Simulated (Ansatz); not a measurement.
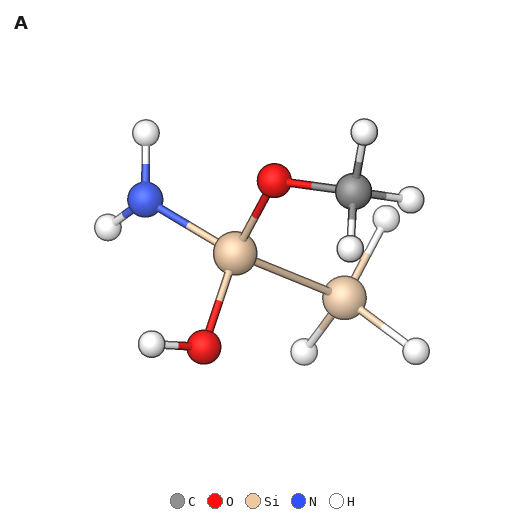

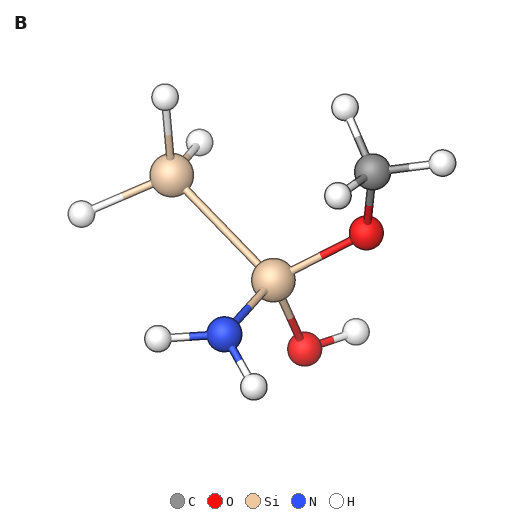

2 stationary structures of one formula. Geometries: PBE0-D4/def2-TZVP. Electronic energies: CCSD(T)/CBS (MP2 limit from def2-TZVPP and def2-QZVPP plus CCSD(T) − MP2) (Ansatz 0.2.0), without zero-point energy. No frequency run is at hand to confirm each as a minimum.

Rank them by energy, lowest first.

A is lowest; B lies 0.027 eV above it.
